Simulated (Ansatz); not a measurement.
# Calculations on BN2H7

**1. Relaxation**

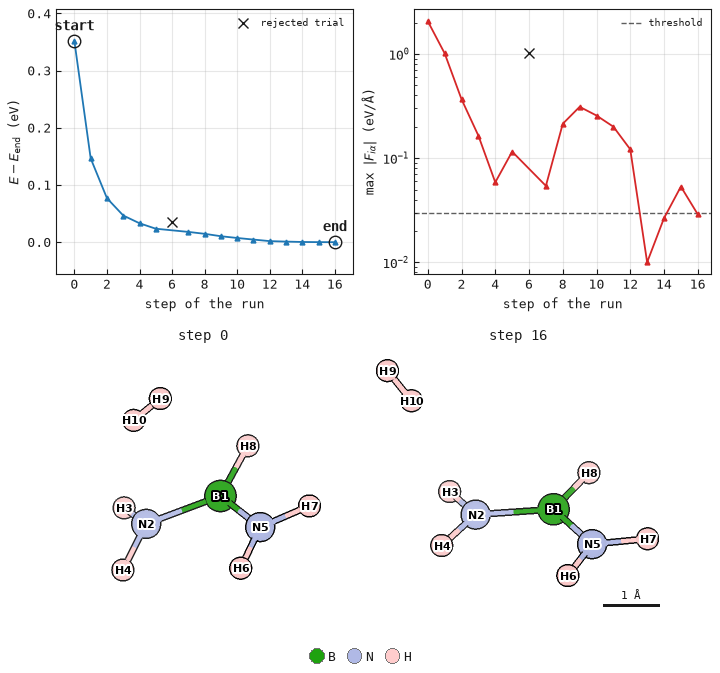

First and last geometry of a relaxation of BN2H7, with the history of the run. Style: ball-and-stick. Shown at a tilt.

The run prepares an end point of a later path (reaction) calculation, from a guessed geometry.

Computed with Ansatz 0.2.0, RKS PBE0-D4/def2-SVP.

The input:
```yaml
crystal:
  periodic: [false, false, false]
  atoms:
    - { symbol: B, position_ang: [0.057468, -0.109202, 0.179466] }
    - { symbol: "N", position_ang: [0.072274, -0.318799, 1.647021] }
    - { symbol: H, position_ang: [-0.785154, -0.533825, 2.132436] }
    - { symbol: H, position_ang: [0.910226, -0.550389, 2.161245] }
    - { symbol: "N", position_ang: [1.237096, -0.06957, -0.582547] }
    - { symbol: H, position_ang: [2.167231, -0.134038, -0.193732] }
    - { symbol: H, position_ang: [1.218196, 0.122539, -1.572581] }
    - { symbol: H, position_ang: [-1.01224, 0.002595, -0.373094] }
    - { symbol: H, position_ang: [-0.1333, 2.255593, 0.561779] }
    - { symbol: H, position_ang: [-0.157196, 1.890596, 1.180408] }
basis:
  gaussian: { orbitals: def2-SVP }
hamiltonian:
  xc: pbe0
  dispersion: d4
relax:
  f_tol: 0.03
  max_steps: 50
```

Command:
```bash
ansatz run input.yaml --threads 2 --pin off --max-ram 3072MiB --backend cpu --events-out ev --progress --plain --runs-dir out
```

Did the run converge, and what did it change?

Answer. It converged. H9 moves most after the best rigid fit: 1.66 Å. Largest moves by element: H 1.66 Å, N 0.45 Å, B 0.42 Å. Among the contacts that change: B1–N2 1.483 → 1.415 Å, H9–H10 0.719 → 0.764 Å, B1–N5 1.405 → 1.410 Å. After 15 accepted moves (16 points after the start) the energy has fallen by 0.351 eV. Largest force component: 2.1 eV/Å at the start, 0.029 eV/Å at the end. The line search rejected the trial step at point 6 of the run. The forces were under the threshold at step 13, but the run went on from there. The run took 24 s on 2 threads of Intel(R) Xeon(R) Platinum 8175M CPU @ 2.50GHz (Skylake/Cascade Lake), with other jobs on the host, peak memory 0.16 GiB.

Limits of the set-up: the start holds two separate molecules, 2.2 Å apart at their closest, whose relative position is a soft coordinate.

**2. Relaxation**

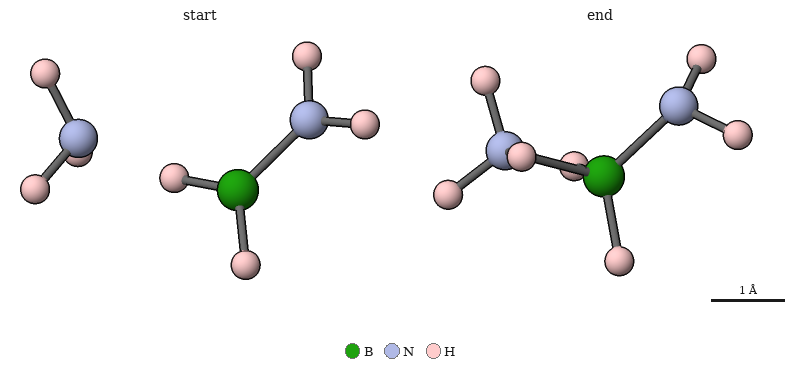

The structure of BN2H7 before (left) and after (right) a relaxation, at one scale.

A ball-and-stick model, seen at a tilt.

The run prepares an end point of a later path (reaction) calculation, from a guessed geometry.

Theory: Ansatz 0.2.0, RKS PBE0-D4/def2-SVP.

Input file:
```yaml
crystal:
  periodic: [false, false, false]
  atoms:
    - { symbol: B, position_ang: [0.038186, 0.391069, -0.497445] }
    - { symbol: "N", position_ang: [0.004008, 0.064049, 2.234563] }
    - { symbol: H, position_ang: [-0.847035, -0.213625, 2.721155] }
    - { symbol: H, position_ang: [0.692505, 0.293471, 2.949834] }
    - { symbol: "N", position_ang: [1.298768, 0.085918, -1.006201] }
    - { symbol: H, position_ang: [1.532326, -0.815078, -1.400219] }
    - { symbol: H, position_ang: [2.090537, 0.7091, -0.933734] }
    - { symbol: H, position_ang: [-0.871645, -0.396963, -0.63092] }
    - { symbol: H, position_ang: [-0.143834, 1.486227, -0.041086] }
    - { symbol: H, position_ang: [-0.219215, 0.951333, 1.744453] }
basis:
  gaussian: { orbitals: def2-SVP }
hamiltonian:
  xc: pbe0
  dispersion: d4
relax:
  f_tol: 0.03
  max_steps: 50
```

Launched with:
```bash
ansatz run input.yaml --threads 2 --pin off --max-ram 3072MiB --backend cpu --events-out ev --progress --plain --runs-dir out
```

> What changed between the two?

The largest move after the best rigid fit is that of H3, 1.29 Å. By element the largest moves are H 1.29 Å, N 0.65 Å, B 0.52 Å. Near-neighbour distances that change, for instance: B1–N2 2.752 → 1.685 Å, B1–N5 1.393 → 1.490 Å, B1–H9 1.200 → 1.232 Å, B1–H8 1.211 → 1.232 Å. New bonds form, among them: B1–N2 (2.75 → 1.68 Å). Bond angles that change, for instance: H8–B1–H9 121.4° → 113.1°, B1–N5–H6 123.1° → 115.5°, H6–N5–H7 113.4° → 108.0°. The energy falls by 37.0 kJ/mol in 19 accepted moves (23 points after the start). Largest force component: 0.67 eV/Å at the start, 0.025 eV/Å at the end. The line search rejected the trial steps at points 3, 12, 16, 20 of the run. Cost: 34 s on 2 threads of Intel(R) Xeon(R) Platinum 8175M CPU @ 2.50GHz (Skylake/Cascade Lake) (shared host), peak memory 0.15 GiB.

**3. Path**

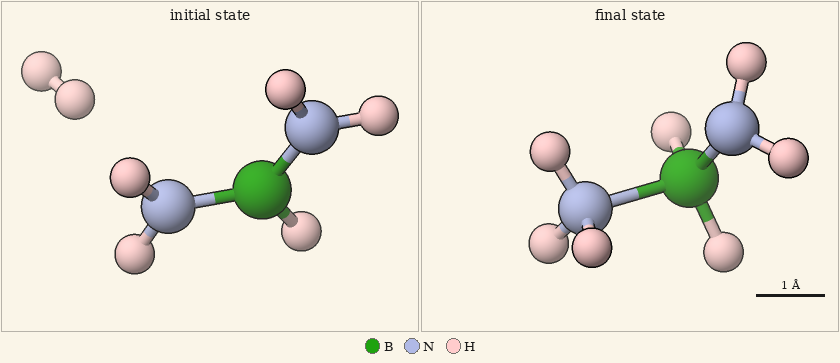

The two relaxed end points of a path for BN2H7, made up at the start of BN2H5 and H₂. A ball-and-stick model, seen at a tilt.

Level of theory: RKS PBE0-D4/def2-SVP in Ansatz.

Set-up: 7 movable images; climbing image; force threshold 0.05 eV/Å; iteration limit 60.

Start:
```xyz
10

B     0.1371   -0.4652   -0.0260
N     0.0690   -0.1582    1.3537
H    -0.8023   -0.1831    1.8616
H     0.8750    0.0087    1.9410
N     1.3469   -0.5096   -0.7489
H     2.2588   -0.3285   -0.3518
H     1.3699   -0.7127   -1.7368
H    -0.8971   -0.6967   -0.6157
H    -0.4443    3.1657    1.8292
H    -0.3385    2.4349    1.6343
```

End:
```xyz
10

B     0.1083    0.5477    0.0129
N    -0.0284    0.3644    1.6820
H    -0.1802   -0.6213    1.9007
H     0.8499    0.6398    2.1243
N     1.2525   -0.3175   -0.3900
H     1.0220   -1.0874   -1.0078
H     2.0523    0.1684   -0.7797
H    -1.0011    0.1848   -0.3818
H     0.2889    1.7611   -0.1021
H    -0.7896    0.9155    2.0819
```

> What barrier does the band find between them, and by what path?

Forward barrier 199.5 kJ/mol, backward barrier 155.2 kJ/mol, with image 5 at the top; the reaction energy is +44.2 kJ/mol. Breaking: H9–H10 (0.76 → 1.02 at the top → 2.58 Å). Forming: B1–H9 (4.12 → 1.42 at the top → 1.23 Å), N2–H10 (2.64 → 1.34 at the top → 1.02 Å). The band is converged. At the top, the vibrational analysis gives one imaginary mode (1373i cm⁻¹), as a transition state must have.

Energies of the converged images:

| image | path (Å) | E (kJ/mol) |
| --- | --- | --- |
| 0 | 0.00 | 0.0 |
| 1 | 0.77 | 0.6 |
| 2 | 1.54 | 2.6 |
| 3 | 2.32 | 13.7 |
| 4 | 3.09 | 72.3 |
| 5 | 3.86 | 199.5 |
| 6 | 4.79 | 74.7 |
| 7 | 5.71 | 47.7 |
| 8 | 6.64 | 44.2 |

The geometry at the top of the path:

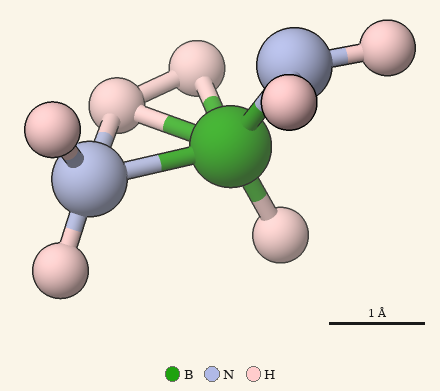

Limits of the set-up: the start holds two separate molecules, 2.6 Å apart at their closest, whose relative position is a soft coordinate.

The run took 3.1 min on 2 threads of Intel(R) Xeon(R) Platinum 8175M CPU @ 2.50GHz (Skylake/Cascade Lake) (shared host), peak memory 0.17 GiB.
